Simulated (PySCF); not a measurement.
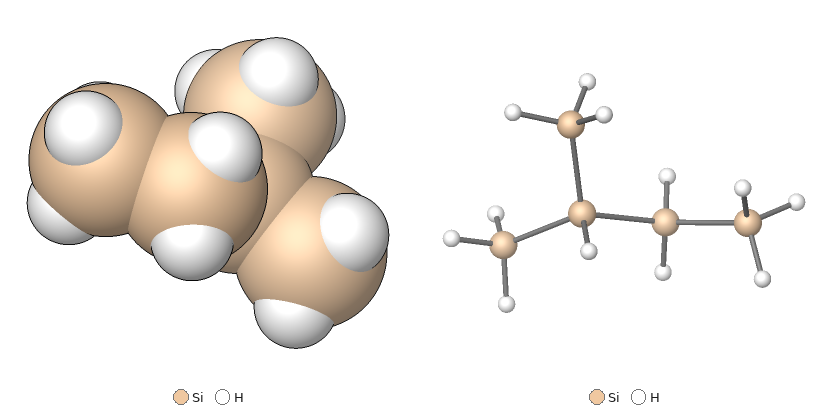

The same structure drawn twice, from different directions.

The computed structure is the end point of a GFN2-xTB optimisation. No frequency run is at hand to confirm it as a minimum.

What is the molecular formula?

Answer. Si₅H₁₂, 17 atoms: 5 silicon and 12 hydrogen.

Describe its rings.

Answer. It has no ring.

Count the bonded pairs by element.

Answer. 12 Si–H, 4 Si–Si.

More results for the same structure follow; atom numbers are the same in all pictures, views and colours differ.

## Shape

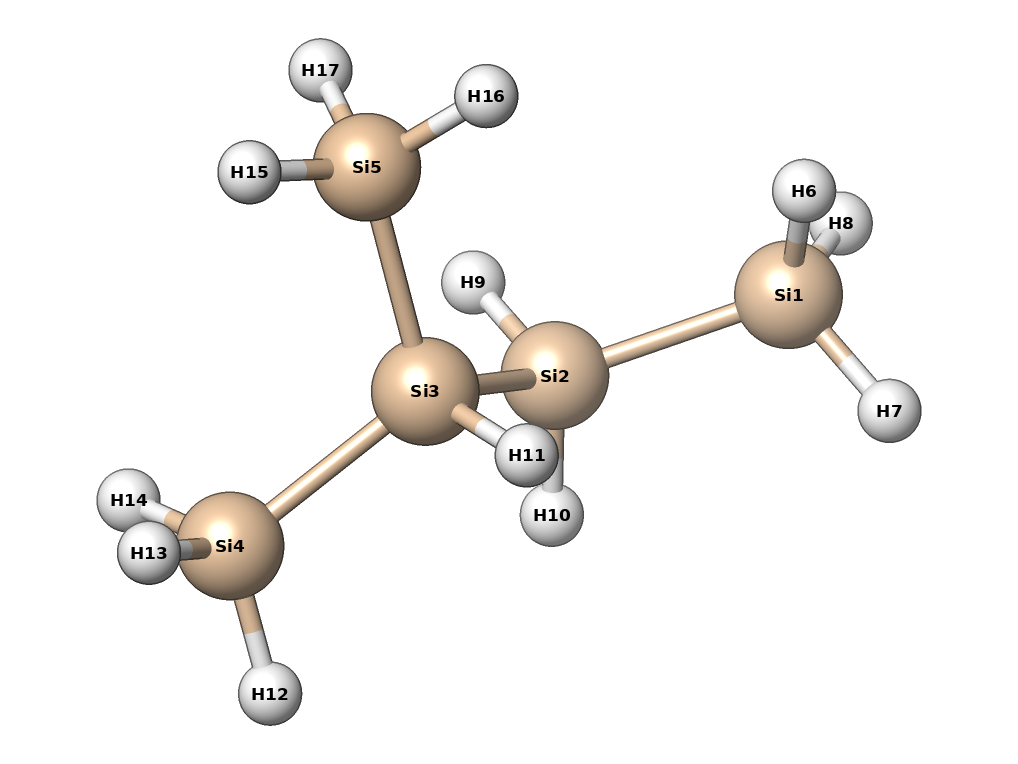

Numbered structure. No frequency run is at hand to confirm it as a minimum.

List the bonds and their lengths.

```json
{"bond": "Si1–Si2", "length (Å)": "2.313", "order": "single"}
{"bond": "Si1–H6", "length (Å)": "1.466", "order": "single"}
{"bond": "Si1–H7", "length (Å)": "1.465", "order": "single"}
{"bond": "Si1–H8", "length (Å)": "1.465", "order": "single"}
{"bond": "Si2–Si3", "length (Å)": "2.340", "order": "single"}
{"bond": "Si2–H9", "length (Å)": "1.474", "order": "single"}
{"bond": "Si2–H10", "length (Å)": "1.474", "order": "single"}
{"bond": "Si3–Si4", "length (Å)": "2.328", "order": "single"}
{"bond": "Si3–Si5", "length (Å)": "2.326", "order": "single"}
{"bond": "Si3–H11", "length (Å)": "1.485", "order": "single"}
{"bond": "Si4–H12", "length (Å)": "1.464", "order": "single"}
{"bond": "Si4–H13", "length (Å)": "1.466", "order": "single"}
{"bond": "Si4–H14", "length (Å)": "1.465", "order": "single"}
{"bond": "Si5–H15", "length (Å)": "1.465", "order": "single"}
{"bond": "Si5–H16", "length (Å)": "1.464", "order": "single"}
{"bond": "Si5–H17", "length (Å)": "1.465", "order": "single"}
```

## Electronic properties

No frequency run is at hand to confirm it as a minimum. Properties computed with PBE0/def2-SVPD, gas phase (PySCF 2.14.0). Excitations: vertical, linear response.

What does the calculation give?

- dipole moment: 0.15 D
- HOMO energy (Kohn–Sham orbital): −8.08 eV
- LUMO energy (Kohn–Sham orbital): −0.91 eV
- HOMO–LUMO gap: 7.17 eV
- mean static polarisability: 154.9 bohr³
- lowest vertical singlet excitation: 6.15 eV
- its oscillator strength: 0.086
- brightest of the 8 lowest singlets: 6.74 eV
- its oscillator strength: 0.27

## NMR shielding

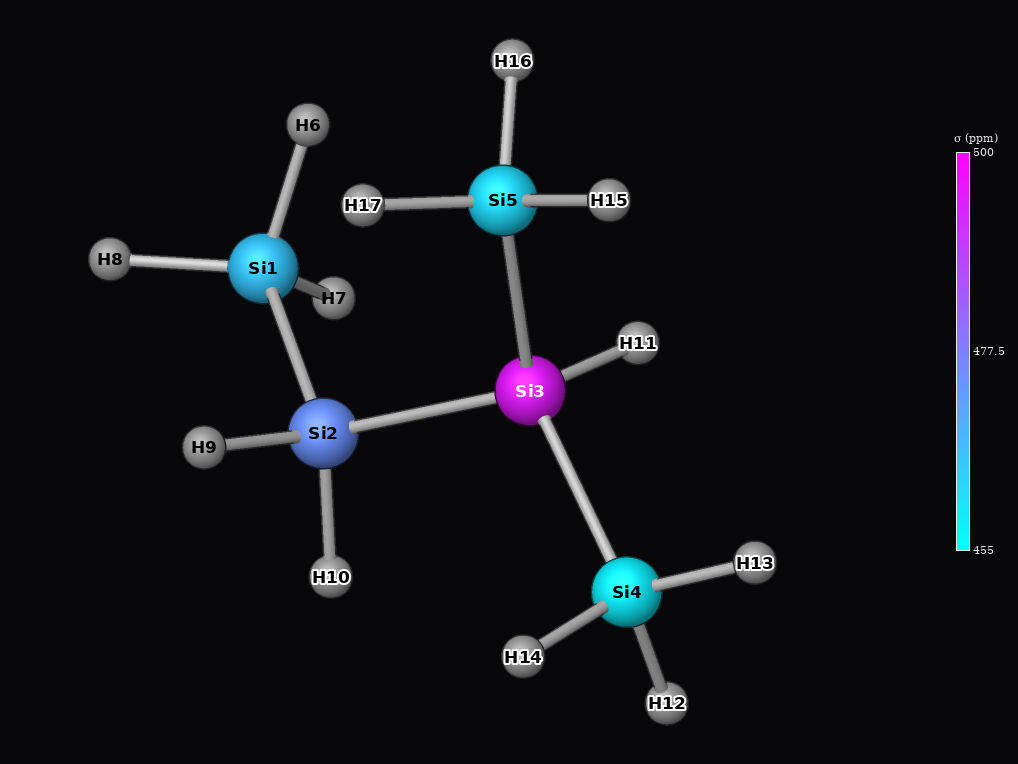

Atoms are coloured by their isotropic NMR shieldings (Si only, the others grey). No frequency run is at hand to confirm it as a minimum. Properties computed with GIAO PBE0/pcSseg-1 NMR shielding, non-relativistic, gas phase (PySCF 2.14.0).

List the isotropic NMR shieldings of the Si atoms.

| atom | σ (ppm) |
| --- | --- |
| Si1 | 464.8 |
| Si2 | 474.0 |
| Si3 | 495.1 |
| Si4 | 457.6 |
| Si5 | 460.9 |

## Charges

The questions are on ESP-fitted charges. No frequency run is at hand to confirm it as a minimum. Method: PBE0/pcSseg-1, gas phase (PySCF 2.14.0).

List the ESP-fitted charges.

```json
{"atom": "Si1", "value (e)": "0.23"}
{"atom": "Si2", "value (e)": "0.15"}
{"atom": "Si3", "value (e)": "0.02"}
{"atom": "Si4", "value (e)": "0.23"}
{"atom": "Si5", "value (e)": "0.24"}
{"atom": "H6", "value (e)": "−0.08"}
{"atom": "H7", "value (e)": "−0.07"}
{"atom": "H8", "value (e)": "−0.06"}
{"atom": "H9", "value (e)": "−0.08"}
{"atom": "H10", "value (e)": "−0.07"}
{"atom": "H11", "value (e)": "−0.06"}
{"atom": "H12", "value (e)": "−0.07"}
{"atom": "H13", "value (e)": "−0.06"}
{"atom": "H14", "value (e)": "−0.08"}
{"atom": "H15", "value (e)": "−0.07"}
{"atom": "H16", "value (e)": "−0.07"}
{"atom": "H17", "value (e)": "−0.08"}
```

The geometry is semi-empirical. Around Si such bond lengths and angles can be off by a tenth of an ångström or more and by several degrees, and values that hang on the shape move with them.
